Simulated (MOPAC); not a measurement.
## SiNH₅O: geometry relaxation (part 1 of 3)

SiNH₅O, SMILES N[SiH2]O, computed with PM7, closed shell, dispersion built in (MOPAC 23.2.5).

The atoms were displaced at random from an optimised geometry.

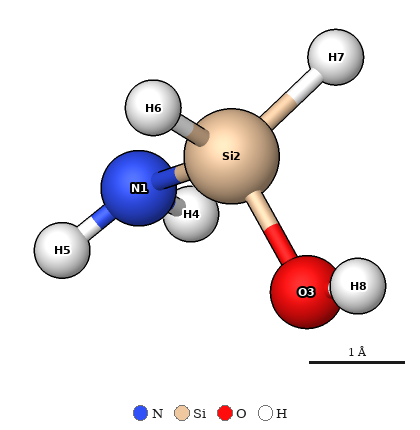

Figure 1. The input geometry (ball-and-stick view, seen at a tilt; atoms are numbered from 1 in the order of the input). Bond lengths as drawn: H–N 1.04 to 1.12 Å, H–O 0.81 Å, H–Si 1.33 to 1.60 Å, N–Si 1.80 Å and O–Si 1.73 Å.

## Key numbers

```csv
quantity,value
outcome,converged
heat of formation,−91.03 kcal/mol
basis functions,22
largest force,0.001 eV/Å
HOMO,−9.81 eV
LUMO,1.29 eV
dipole moment,1.88 D
hardware,"1 thread of Arm Neoverse N1, 54 GiB of memory available, shared host"
peak memory,0.12 GiB
```

MOPAC's energies along a path are heats of formation.

## Input file (calc.mop)
```
CYCLES=300 GNORM=0.05 CHARGE=0 PM7 THREADS=1 AUX(PRECISION=6)


N     -0.843111 +1     0.771053 +1    -0.723054 +1
Si     0.511622 +1     0.127170 +1     0.265027 +1
O      0.141734 +1    -1.443090 +1     0.884837 +1
H     -1.069937 +1     0.254796 +1    -1.686609 +1
H     -1.814880 +1     0.966649 +1    -0.402346 +1
H      0.741498 +1     1.010470 +1     1.230462 +1
H      1.711812 +1     0.011377 +1    -0.784460 +1
H      0.722721 +1    -1.858515 +1     1.270848 +1
```

Command:
```bash
mopac calc.mop
```

## The program's output
```
MOPAC v23.2.5
PM7 CALCULATION RESULTS

 *  PM7        - The PM7 Hamiltonian to be used
 *
 *
 *
 *                 CHARGE ON SYSTEM = 0
 *
 *
 *
 *  THREADS=1  - MULTI-THREADING NOT USED
 *  CYCLES=    - DO A MAXIMUM OF 300 STEPS
 *  GNORM      - EXIT WHEN GRADIENT NORM DROPS BELOW 0.050
 *  AUX        - OUTPUT AUXILIARY INFORMATION
CYCLES=300 GNORM=0.05 CHARGE=0 PM7 THREADS=1 AUX(PRECISION=6)

   ATOM   CHEMICAL          X               Y               Z
  NUMBER   SYMBOL      (ANGSTROMS)     (ANGSTROMS)     (ANGSTROMS)

     1       N         -0.84311100  *   0.77105300  *  -0.72305400  *
     2      Si          0.51162200  *   0.12717000  *   0.26502700  *
     3       O          0.14173400  *  -1.44309000  *   0.88483700  *
     4       H         -1.06993700  *   0.25479600  *  -1.68660900  *
     5       H         -1.81488000  *   0.96664900  *  -0.40234600  *
     6       H          0.74149800  *   1.01047000  *   1.23046200  *
     7       H          1.71181200  *   0.01137700  *  -0.78446000  *
     8       H          0.72272100  *  -1.85851500  *   1.27084800  *

          CARTESIAN COORDINATES

    NO.       ATOM           X           Y           Z

     1         N         -0.8431      0.7711     -0.7231
     2        Si          0.5116      0.1272      0.2650
     3         O          0.1417     -1.4431      0.8848
     4         H         -1.0699      0.2548     -1.6866
     5         H         -1.8149      0.9666     -0.4023
     6         H          0.7415      1.0105      1.2305
     7         H          1.7118      0.0114     -0.7845
     8         H          0.7227     -1.8585      1.2708

           Empirical Formula: H5 N O Si  =     8 atoms

      MOLECULAR POINT GROUP   :   C1

      RHF CALCULATION, NO. OF DOUBLY OCCUPIED LEVELS = 10

          Geometry optimization using EF

          DIAGONAL MATRIX USED AS START HESSIAN
```

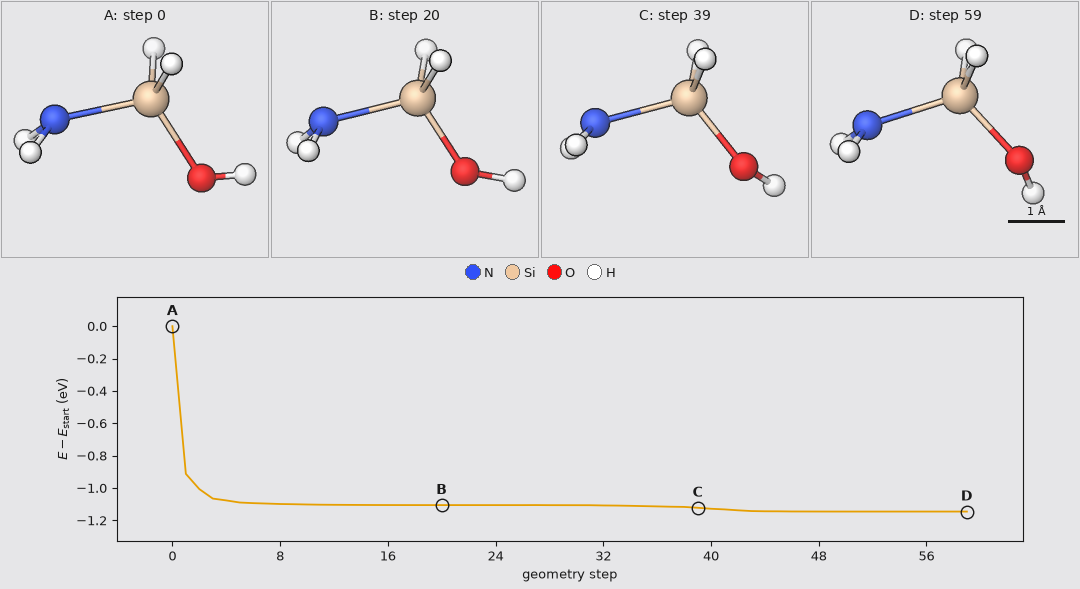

Figure 2. Frames of the relaxation (ball-and-stick view, seen on its broad side) above the curves, on which the letters mark them (steps are counted from 0).

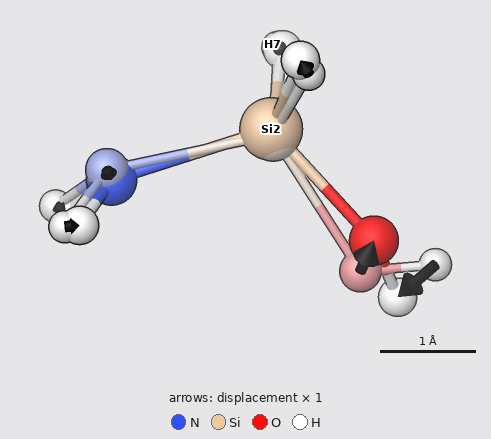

Figure 3. Start (faint) and end (solid) with the displacements as black arrows, at true length (ball-and-stick view, seen on its broad side). The two geometries are laid on each other by the best rigid fit. H8 moves most after the best rigid fit: 0.60 Å. Largest moves by element: H 0.60 Å, O 0.42 Å, N 0.16 Å, Si 0.06 Å. Distances before and after: Si2–H7 1.599 → 1.458 Å, O3–H8 0.812 → 0.951 Å, Si2–O3 1.728 → 1.596 Å, Si2–H6 1.329 → 1.457 Å. Among the angles that change: Si2–O3–H8 118.8° → 130.8°, H4–N1–H5 99.4° → 110.1°, O3–Si2–H6 112.4° → 103.8°. Over 59 geometry steps the energy falls by 1.145 eV. Largest force component: 4.8 eV/Å at the start, 0.001 eV/Å at the end. (Atoms are counted from 1 in the order of the input.)

```
 CYCLE:     1 TIME:   0.000 TIME LEFT:  2.00D  GRAD.:   236.220 HEAT: -64.62505
 CYCLE:     2 TIME:   0.000 TIME LEFT:  2.00D  GRAD.:    66.760 HEAT: -85.65925
 CYCLE:     3 TIME:   0.008 TIME LEFT:  2.00D  GRAD.:    44.703 HEAT: -87.82963
 CYCLE:     4 TIME:   0.000 TIME LEFT:  2.00D  GRAD.:    29.417 HEAT: -89.17955
 CYCLE:     5 TIME:   0.008 TIME LEFT:  2.00D  GRAD.:    30.458 HEAT: -89.44260
 CYCLE:     6 TIME:   0.000 TIME LEFT:  2.00D  GRAD.:    14.191 HEAT: -89.74205
 CYCLE:     7 TIME:   0.000 TIME LEFT:  2.00D  GRAD.:     7.641 HEAT: -89.82964
 CYCLE:     8 TIME:   0.008 TIME LEFT:  2.00D  GRAD.:     5.403 HEAT: -89.88884
 CYCLE:     9 TIME:   0.000 TIME LEFT:  2.00D  GRAD.:     5.067 HEAT: -89.95364
 CYCLE:    10 TIME:   0.000 TIME LEFT:  2.00D  GRAD.:     3.619 HEAT: -89.98304
 CYCLE:    11 TIME:   0.008 TIME LEFT:  2.00D  GRAD.:     3.529 HEAT: -90.02260
 CYCLE:    12 TIME:   0.000 TIME LEFT:  2.00D  GRAD.:     3.726 HEAT: -90.05274
 CYCLE:    13 TIME:   0.000 TIME LEFT:  2.00D  GRAD.:     2.748 HEAT: -90.06719
 CYCLE:    14 TIME:   0.000 TIME LEFT:  2.00D  GRAD.:     2.191 HEAT: -90.07817
 CYCLE:    15 TIME:   0.008 TIME LEFT:  2.00D  GRAD.:     2.009 HEAT: -90.08817
 CYCLE:    16 TIME:   0.000 TIME LEFT:  2.00D  GRAD.:     1.836 HEAT: -90.09716
 CYCLE:    17 TIME:   0.000 TIME LEFT:  2.00D  GRAD.:     1.404 HEAT: -90.10145
 CYCLE:    18 TIME:   0.008 TIME LEFT:  2.00D  GRAD.:     1.005 HEAT: -90.10507
 CYCLE:    19 TIME:   0.000 TIME LEFT:  2.00D  GRAD.:     0.776 HEAT: -90.10688
 CYCLE:    20 TIME:   0.000 TIME LEFT:  2.00D  GRAD.:     0.487 HEAT: -90.10792
 CYCLE:    21 TIME:   0.000 TIME LEFT:  2.00D  GRAD.:     0.403 HEAT: -90.10838
 CYCLE:    22 TIME:   0.008 TIME LEFT:  2.00D  GRAD.:     0.514 HEAT: -90.10900
 CYCLE:    23 TIME:   0.000 TIME LEFT:  2.00D  GRAD.:     0.611 HEAT: -90.10970
 CYCLE:    24 TIME:   0.000 TIME LEFT:  2.00D  GRAD.:     0.567 HEAT: -90.11050
 CYCLE:    25 TIME:   0.000 TIME LEFT:  2.00D  GRAD.:     0.449 HEAT: -90.11083
 CYCLE:    26 TIME:   0.008 TIME LEFT:  2.00D  GRAD.:     0.973 HEAT: -90.11170
 CYCLE:    27 TIME:   0.000 TIME LEFT:  2.00D  GRAD.:     0.883 HEAT: -90.11236
 CYCLE:    28 TIME:   0.000 TIME LEFT:  2.00D  GRAD.:     4.910 HEAT: -90.10466
 CYCLE:    29 TIME:   0.008 TIME LEFT:  2.00D  GRAD.:     0.833 HEAT: -90.11763
 CYCLE:    30 TIME:   0.000 TIME LEFT:  2.00D  GRAD.:     0.724 HEAT: -90.11967
 CYCLE:    31 TIME:   0.008 TIME LEFT:  2.00D  GRAD.:     2.818 HEAT: -90.12288
 CYCLE:    32 TIME:   0.000 TIME LEFT:  2.00D  GRAD.:     2.114 HEAT: -90.12566
 CYCLE:    33 TIME:   0.000 TIME LEFT:  2.00D  GRAD.:     4.483 HEAT: -90.16067
 CYCLE:    34 TIME:   0.000 TIME LEFT:  2.00D  GRAD.:    10.348 HEAT: -90.17731
 CYCLE:    35 TIME:   0.008 TIME LEFT:  2.00D  GRAD.:     5.219 HEAT: -90.21087
 CYCLE:    36 TIME:   0.008 TIME LEFT:  2.00D  GRAD.:     2.406 HEAT: -90.25423
 CYCLE:    37 TIME:   0.000 TIME LEFT:  2.00D  GRAD.:     4.483 HEAT: -90.29460
 CYCLE:    38 TIME:   0.000 TIME LEFT:  2.00D  GRAD.:    11.480 HEAT: -90.33932
 CYCLE:    39 TIME:   0.000 TIME LEFT:  2.00D  GRAD.:     6.812 HEAT: -90.36717
 CYCLE:    40 TIME:   0.008 TIME LEFT:  2.00D  GRAD.:    10.804 HEAT: -90.48912
 CYCLE:    41 TIME:   0.000 TIME LEFT:  2.00D  GRAD.:    10.712 HEAT: -90.63059
 CYCLE:    42 TIME:   0.000 TIME LEFT:  2.00D  GRAD.:     5.691 HEAT: -90.72109
 CYCLE:    43 TIME:   0.008 TIME LEFT:  2.00D  GRAD.:     5.616 HEAT: -90.85160
 CYCLE:    44 TIME:   0.000 TIME LEFT:  2.00D  GRAD.:     3.237 HEAT: -90.95755
 CYCLE:    45 TIME:   0.008 TIME LEFT:  2.00D  GRAD.:     6.272 HEAT: -90.98978
 CYCLE:    46 TIME:   0.000 TIME LEFT:  2.00D  GRAD.:     5.355 HEAT: -90.99535
 CYCLE:    47 TIME:   0.008 TIME LEFT:  2.00D  GRAD.:     1.466 HEAT: -91.01748
 CYCLE:    48 TIME:   0.000 TIME LEFT:  2.00D  GRAD.:     2.948 HEAT: -91.02079
 CYCLE:    49 TIME:   0.000 TIME LEFT:  2.00D  GRAD.:     1.382 HEAT: -91.02524
 CYCLE:    50 TIME:   0.000 TIME LEFT:  2.00D  GRAD.:     0.861 HEAT: -91.02790
 CYCLE:    51 TIME:   0.008 TIME LEFT:  2.00D  GRAD.:     0.247 HEAT: -91.02850
 CYCLE:    52 TIME:   0.000 TIME LEFT:  2.00D  GRAD.:     0.312 HEAT: -91.02868
 CYCLE:    53 TIME:   0.000 TIME LEFT:  2.00D  GRAD.:     0.328 HEAT: -91.02881
 CYCLE:    54 TIME:   0.008 TIME LEFT:  2.00D  GRAD.:     0.155 HEAT: -91.02890
 CYCLE:    55 TIME:   0.000 TIME LEFT:  2.00D  GRAD.:     0.091 HEAT: -91.02892
 CYCLE:    56 TIME:   0.000 TIME LEFT:  2.00D  GRAD.:     0.098 HEAT: -91.02894
 CYCLE:    57 TIME:   0.000 TIME LEFT:  2.00D  GRAD.:     0.071 HEAT: -91.02896
 CYCLE:    58 TIME:   0.008 TIME LEFT:  2.00D  GRAD.:     0.148 HEAT: -91.02901
 CYCLE:    59 TIME:   0.000 TIME LEFT:  2.00D  GRAD.:     0.095 HEAT: -91.02904
 CYCLE:    60 TIME:   0.000 TIME LEFT:  2.00D  GRAD.:     0.032 HEAT: -91.02905

     GRADIENT =  0.03246 IS LESS THAN CUTOFF =  0.05000

 -------------------------------------------------------------------------------
 CYCLES=300 GNORM=0.05 CHARGE=0 PM7 THREADS=1 AUX(PRECISION=6)

     GEOMETRY OPTIMISED USING EIGENVECTOR FOLLOWING (EF).
     SCF FIELD WAS ACHIEVED

                              PM7 CALCULATION

          FINAL HEAT OF FORMATION =        -91.02905 KCAL/MOL =    -380.86554 KJ/MOL

          COSMO AREA              =         97.93 SQUARE ANGSTROMS
          COSMO VOLUME            =         83.58 CUBIC ANGSTROMS

          GRADIENT NORM           =          0.03246          =       0.01148 PER ATOM
          IONIZATION POTENTIAL    =          9.806817 EV
          HOMO LUMO ENERGIES (EV) =         -9.807  1.290
          NO. OF FILLED LEVELS    =         10
          MOLECULAR WEIGHT        =         63.1311         POINT GROUP:  C1

          MOLECULAR DIMENSIONS (Angstroms)

            Atom       Atom       Distance
            H     8    H     5     3.80174
            H     6    H     4     3.39020
            H     7    H     8     2.50930

          SCF CALCULATIONS        =         69

          WALL-CLOCK TIME         =      0.164 SECONDS
          COMPUTATION TIME        =      0.163 SECONDS

   ATOM   CHEMICAL          X               Y               Z
  NUMBER   SYMBOL      (ANGSTROMS)     (ANGSTROMS)     (ANGSTROMS)

     1       N         -0.84916755  *   0.65916786  *  -0.75746387  *
     2      Si          0.50259852  *   0.11887313  *   0.24238694  *
     3       O          0.26557173  *  -1.26190044  *   1.00784583  *
     4       H         -1.02327889  *   0.24877412  *  -1.66163797  *
     5       H         -1.72142696  *   0.92567646  *  -0.32316736  *
     6       H          0.68924836  *   1.08475209  *   1.31760151  *
     7       H          1.66334359  *   0.02181262  *  -0.63506858  *
     8       H          0.26014213  *  -2.15724808  *   0.68785999  *

                             CARTESIAN COORDINATES

   1    N       -0.849167554     0.659167858    -0.757463874
   2   Si        0.502598521     0.118873131     0.242386942
   3    O        0.265571733    -1.261900438     1.007845831
   4    H       -1.023278888     0.248774123    -1.661637972
   5    H       -1.721426958     0.925676456    -0.323167360
   6    H        0.689248358     1.084752088     1.317601514
   7    H        1.663343588     0.021812625    -0.635068583
   8    H        0.260142126    -2.157248080     0.687859993

           Empirical Formula: H5 N O Si  =     8 atoms

      MOLECULAR POINT GROUP   :   C1

                  EIGENVALUES
 -35.42518 -29.48929 -18.45784 -16.69457 -16.35666 -14.39836 -13.84098 -12.59236
 -11.77672  -9.80682   1.29046   1.55774   2.80736   5.11534   5.94619   7.07870
   8.15974  23.01376  23.42874  23.85467  24.98628  25.47921

              NET ATOMIC CHARGES AND DIPOLE CONTRIBUTIONS

  ATOM NO.   TYPE          CHARGE      No. of ELECS.   s-Pop       p-Pop       d-Pop
    1          N          -0.763849        5.7638     1.56599     4.19786
    2         Si           0.381642        3.6184     0.86659     2.48270     0.26906
    3          O          -0.715775        6.7158     1.68694     5.02884
    4          H           0.274948        0.7251     0.72505
    5          H           0.278826        0.7212     0.72117
    6          H           0.091937        0.9081     0.90806
    7          H           0.072162        0.9278     0.92784
    8          H           0.380109        0.6199     0.61989
 DIPOLE           X         Y         Z       TOTAL
 POINT-CHG.     0.823     0.254    -1.251     1.519
 HYBRID        -1.412    -1.307    -0.185     1.933
 SUM           -0.589    -1.053    -1.436     1.876

          ATOMIC ORBITAL ELECTRON POPULATIONS

     Atom    s        px        py        pz      x^2-y^2     xz        z^2       yz        xy
    1  N   1.56599   1.27842   1.67127   1.24817
    2 Si   0.86659   0.84358   0.71310   0.92602   0.05968   0.05517   0.02868   0.08150   0.04403
    3  O   1.68694   1.89397   1.38175   1.75312
    4  H   0.72505
    5  H   0.72117
    6  H   0.90806
    7  H   0.92784
    8  H   0.61989

 *                    *
 * JOB ENDED NORMALLY *
 *                    *

 TOTAL JOB TIME:             0.16 SECONDS

 == MOPAC DONE ==
```

## Trajectory as extended XYZ (Å, eV, eV/Å), 60 frames, from step=0 to step=59
```
8
Properties=species:S:1:pos:R:3:forces:R:3 step=0 energy=-2.80241
N    -0.8431    0.7711   -0.7231   -0.9378  -1.1916  -1.8497
Si    0.5116    0.1272    0.2650   -0.9376  -3.0961  -3.7800
O     0.1417   -1.4431    0.8848   -1.8121   4.7690  -2.8238
H    -1.0699    0.2548   -1.6866    0.9304   0.8314   1.8796
H    -1.8149    0.9666   -0.4023    1.0593  -0.1119   0.5381
H     0.7415    1.0105    1.2305    0.5793   1.6938   2.2201
H     1.7118    0.0114   -0.7845   -1.5613   0.0462   1.5492
H     0.7227   -1.8585    1.2708    2.6798  -2.9407   2.2664
8
Properties=species:S:1:pos:R:3:forces:R:3 step=1 energy=-3.71454
N    -0.8481    0.7485   -0.7238   -0.4725  -0.5190  -0.6730
Si    0.5086    0.0760    0.2442   -0.1917   1.0507  -1.3979
O     0.1344   -1.3535    0.8400    0.7466  -0.4233   0.3735
H    -1.0520    0.2736   -1.6264    0.4673   0.1736   0.4238
H    -1.7991    0.9605   -0.3776    0.8523  -0.1086   0.5294
H     0.7476    1.0438    1.3089    0.1039  -0.0823   0.0517
H     1.6942    0.0213   -0.7245   -0.9364  -0.0573   0.8718
H     0.7645   -1.9170    1.3391   -0.5695  -0.0337  -0.1793
8
Properties=species:S:1:pos:R:3:forces:R:3 step=2 energy=-3.80865
N    -0.8491    0.7438   -0.7351   -0.3289   0.0115   0.2839
Si    0.5056    0.0948    0.2123   -0.6054  -0.0429   0.6817
O     0.1381   -1.3727    0.8580    0.4751   0.9445  -0.4685
H    -1.0396    0.2864   -1.5972    0.0500  -0.2587  -0.6464
H    -1.7803    0.9614   -0.3440    0.7155  -0.0823   0.3346
H     0.7501    1.0378    1.3293   -0.0230  -0.2769  -0.3164
H     1.6770    0.0180   -0.6629   -0.1318  -0.0757   0.0772
H     0.7528   -1.9270    1.3330   -0.1515  -0.2196   0.0539
8
Properties=species:S:1:pos:R:3:forces:R:3 step=3 energy=-3.86719
N    -0.8520    0.7361   -0.7370   -0.1551  -0.2110  -0.1547
Si    0.4968    0.0932    0.2167   -0.6566   0.0071   0.2375
O     0.1480   -1.3506    0.8469    0.4003  -0.0192   0.0584
H    -1.0297    0.2827   -1.6407   -0.0573   0.1570   0.3001
H    -1.7512    0.9609   -0.2865    0.5009  -0.1899  -0.1144
H     0.7544    1.0217    1.2970    0.0266   0.1637   0.1941
H     1.6624    0.0044   -0.6175    0.3094  -0.0560  -0.3234
H     0.7416   -1.9435    1.3337   -0.3682   0.1483  -0.1977
8
Properties=species:S:1:pos:R:3:forces:R:3 step=4 energy=-3.87860
N    -0.8517    0.7328   -0.7517    0.2183   0.0633   0.7738
Si    0.4854    0.0891    0.2303    0.0871   0.4443  -0.5586
O     0.1582   -1.3404    0.8448    0.0429  -0.2988   0.1435
H    -1.0275    0.2895   -1.6242   -0.2313  -0.1932  -0.4077
H    -1.7299    0.9572   -0.2763    0.2154  -0.1054  -0.1747
H     0.7588    1.0224    1.3030   -0.0139   0.1657   0.1679
H     1.6646   -0.0057   -0.6398   -0.1428   0.0121   0.0712
H     0.7300   -1.9442    1.3148   -0.1758  -0.0880  -0.0154
8
Properties=species:S:1:pos:R:3:forces:R:3 step=5 energy=-3.89158
N    -0.8468    0.7306   -0.7387    0.0031  -0.1314  -0.2070
Si    0.4811    0.0939    0.2211    0.4437   0.1822   0.1128
O     0.1590   -1.3434    0.8479   -0.0055   0.0032  -0.0431
H    -1.0288    0.2871   -1.6352   -0.0740   0.0459   0.0420
H    -1.7215    0.9530   -0.2872   -0.0784   0.0140   0.0613
H     0.7584    1.0272    1.3133   -0.0550  -0.0106  -0.0503
H     1.6655   -0.0075   -0.6402   -0.1494   0.0198   0.0528
H     0.7240   -1.9461    1.3144   -0.0846  -0.1230   0.0315
```
